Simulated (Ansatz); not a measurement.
H3Si···Br···CH4

```tsv
atom	x (Å)	y (Å)	z (Å)
Si	-1.0161	0.2220	-0.2540
Br	-0.0431	-2.0632	-1.4842
H	-1.1092	0.6666	-1.6521
H	-1.1702	1.4647	0.5676
H	-1.9241	-0.7609	0.3547
H	0.5453	-0.6662	-0.2525
C	0.9759	0.1886	0.5296
H	1.2131	1.1850	0.1615
H	1.8847	-0.4225	0.4633
H	0.6438	0.1860	1.5661
```

A transition-state structure; geometry: PBE0-D4/def2-TZVP.

The calculation used Ansatz, RKS PBE0-D4/def2-TZVPP.

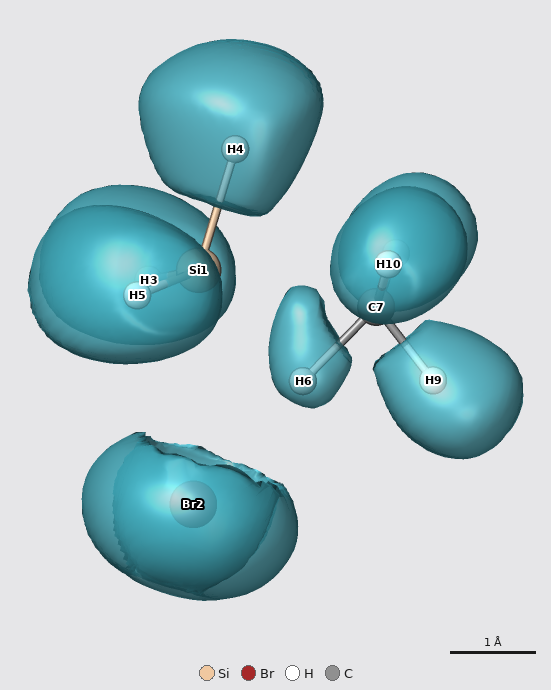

Figure 1. Isosurface of the electron localisation function at 0.8 (cyan), seen across its widest extent. Only the valence region is drawn (cores and ρ < 0.01 e/Å³ removed).

**Identify the bonds, lone pairs and shells in this picture.**

The surface consists of seven regions around hydrogen nuclei and one region wrapped around Br (its valence shell). Along the contacts the grid gives the following. Si1···H6 (1.80 Å): the ELF climbs to about 1 towards the hydrogen, as it does in any bond to H. Br2···H6 (1.95 Å): the ELF climbs to about 0.95 towards the hydrogen.

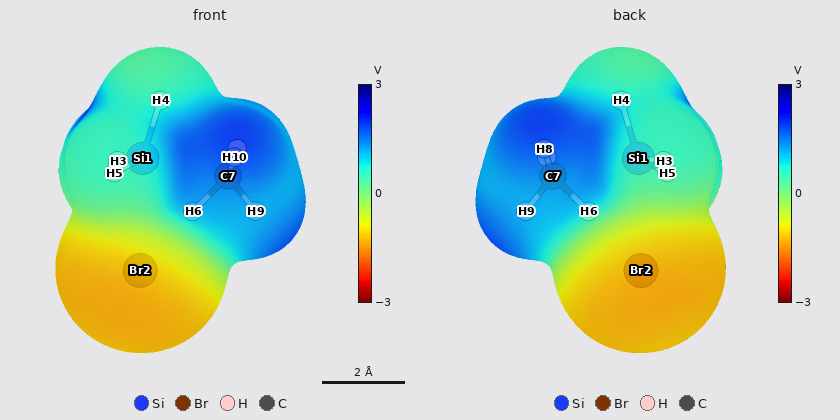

Figure 2. The molecular electrostatic potential painted on the density surface at 0.002 e/bohr³, seen from the front and from behind; the colour scale runs from red (negative) to blue (positive).

**Where is the surface potential most negative and most positive?**

The most negative region (about −1.4 V) lies over Br2, the most positive (about +1.9 V) over Si1, H8 and H10.

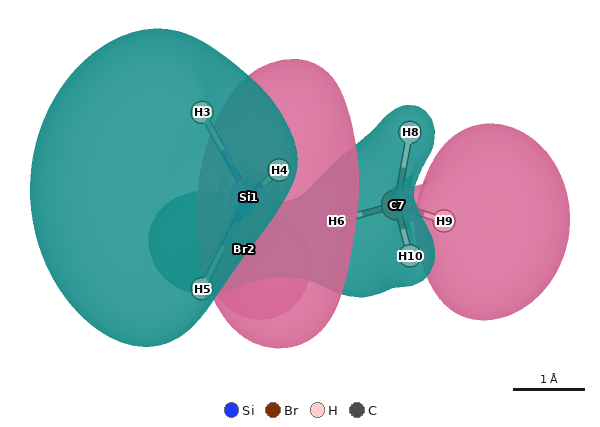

Figure 3. The LUMO at ±0.05 Å⁻³ᐟ² (teal and pink are the two phases), seen from one side.

**What is the character of this orbital?**

It lies mainly on Si1 (about 50 %), C7 (about 10 %) and H9 (about 10 %). Its energy is −1.08 eV.
